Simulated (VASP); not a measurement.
Band structure of Lu (relaxed from the fcc structure, space group Fm-3m). Calculation: PBEsol GGA, VASP's PBE PAW potentials (set 64) (plane waves; VASP).

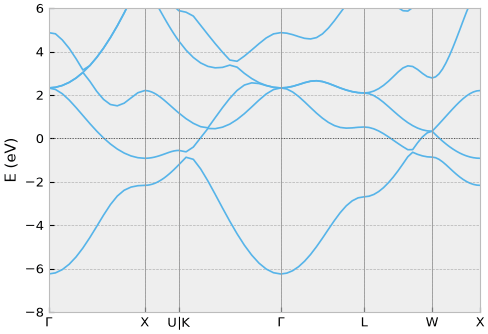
*Bands along high-symmetry lines, zero at the valence-band maximum or, without a gap, the Fermi level*

### Question
Read the plot: is there a gap, and where are the band edges?

### Answer
It has no gap at this level: it comes out as a metal or semimetal. (Edges off the drawn lines would not show.)

The structure was generated: Lu was put into the fcc type (Fm-3m), which need not be its known phase. It was relaxed first, which changed the volume by -7 %.
